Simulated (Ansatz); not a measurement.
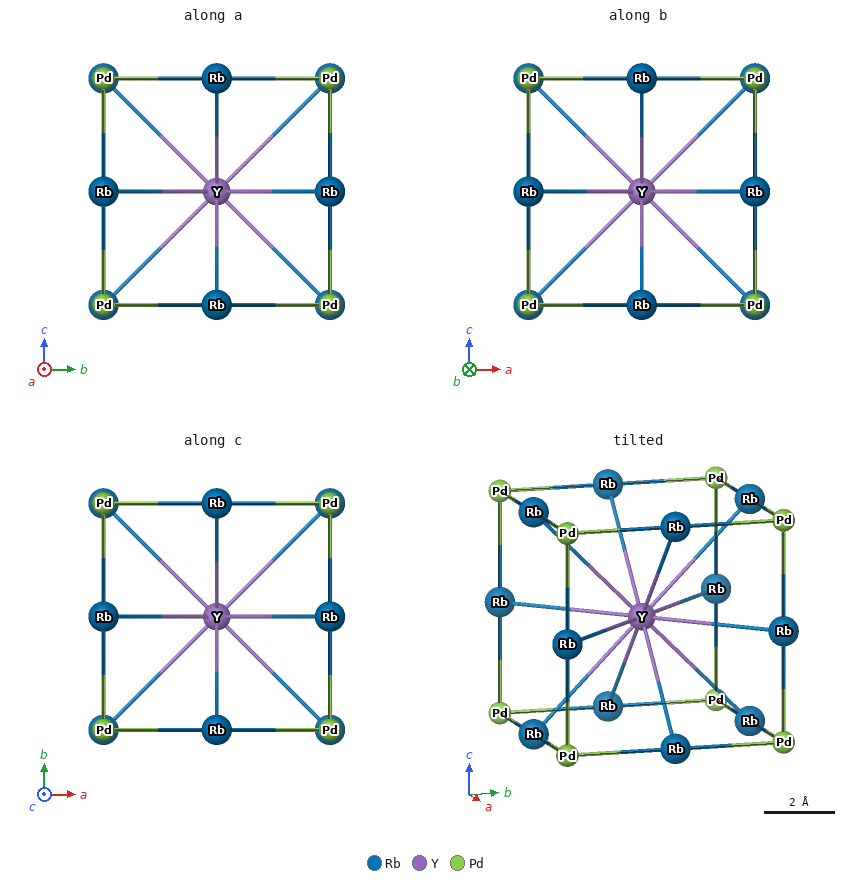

This ball-and-stick model is shown along the a axis, along the b axis, along the c axis and slightly off an axis. Thin lines show the conventional unit cell, with boundary atoms drawn in all their periodic places.

Lattice parameters: a = 6.4877 Å, b = 6.4877 Å, c = 6.4877 Å, α = 90.000°, β = 90.000°, γ = 90.000°.

### Put the structure into a CIF in P1 with every atom of the cell.

```cif
data_structure
_symmetry_space_group_name_H-M 'P 1'
_symmetry_Int_Tables_number 1
_cell_length_a 6.4877
_cell_length_b 6.4877
_cell_length_c 6.4877
_cell_angle_alpha 90.000
_cell_angle_beta 90.000
_cell_angle_gamma 90.000
_cell_volume 273.06
loop_
_atom_site_label
_atom_site_type_symbol
_atom_site_fract_x
_atom_site_fract_y
_atom_site_fract_z
_atom_site_occupancy
Rb1 Rb 0.5000 0.0000 0.0000 1
Rb2 Rb 0.0000 0.5000 0.0000 1
Rb3 Rb 0.0000 0.0000 0.5000 1
Y1 Y 0.5000 0.5000 0.5000 1
Pd1 Pd 0.0000 0.0000 0.0000 1
```

It derives from a structure type filled with these elements by a generator (whether the compound takes this form wasn't checked). It is drawn as it came out of a relaxation with DFT PBE, scalar-relativistic, plane waves, PAW in Ansatz.
